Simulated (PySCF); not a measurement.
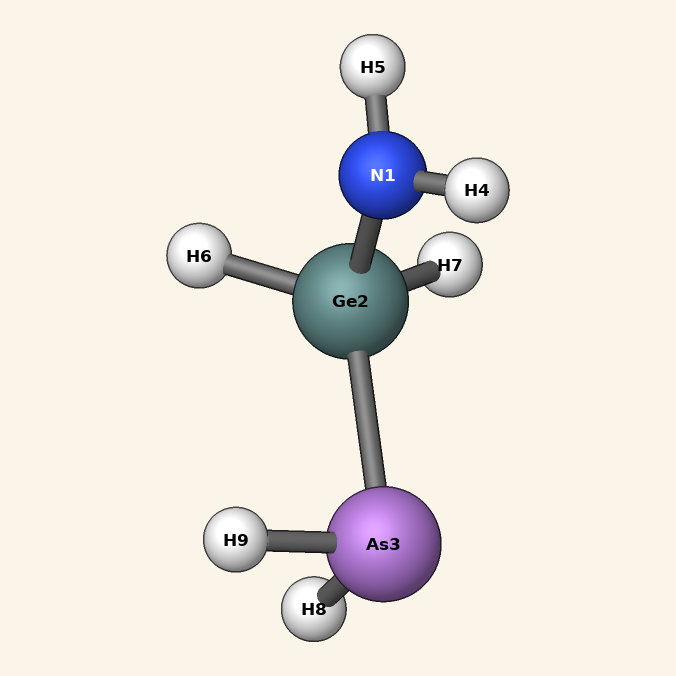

The questions are on isotropic NMR shieldings of the H atoms. Computed geometry: GFN2-xTB optimisation. No frequency run is at hand to confirm it as a minimum. Properties computed with GIAO PBE0/pcSseg-1 NMR shielding, non-relativistic, gas phase (PySCF 2.14.0).

> Which H atom is the most shielded (lowest chemical shift)?

H4 (32.12 ppm).

> Which H atom is the least shielded (highest chemical shift)?

H7 (26.13 ppm).

> How wide is the range of H shifts?

5.99 ppm.

List the isotropic NMR shieldings of the H atoms.

| atom | σ (ppm) |
| --- | --- |
| H4 | 32.12 |
| H5 | 31.99 |
| H6 | 26.48 |
| H7 | 26.13 |
| H8 | 29.93 |
| H9 | 29.64 |

The geometry is semi-empirical. Around As, Ge such bond lengths and angles can be off by a tenth of an ångström or more and by several degrees, and values that hang on the shape move with them.
